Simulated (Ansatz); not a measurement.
Computed with PBE (plane waves to 420 eV, PAW; Ansatz, a program for electronic structure).

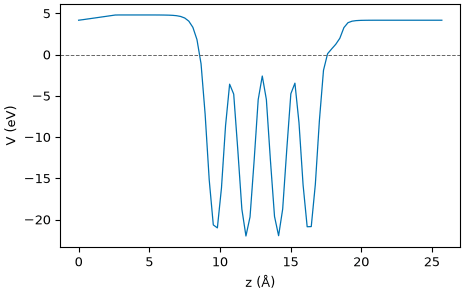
Fig. 1. Plane-averaged electrostatic potential energy along the normal, in eV from the Fermi level, for OH on the 1x1 (110) surface of bcc W, one in a 2x2 cell, started at the site 'bridge W-W (span 2.8 Å)'

Slab: 18 atoms, 6.6 Å thick at the start under the adsorbate (thin: gaps and levels are the slab's own); k 6x6x1, smearing 0.1 eV, dipole-corrected; 8 atoms held, the rest relaxed; no symmetry held; no spin, no spin-orbit, no U, no dispersion correction. At the end it is bonded to 2 W. In PBE it is, or lies within 0.03 eV of, the lowest of the starts that converged.

The vacuum level lies 4.18 eV above the Fermi level over the top face and 4.81 eV above it under the bottom face.
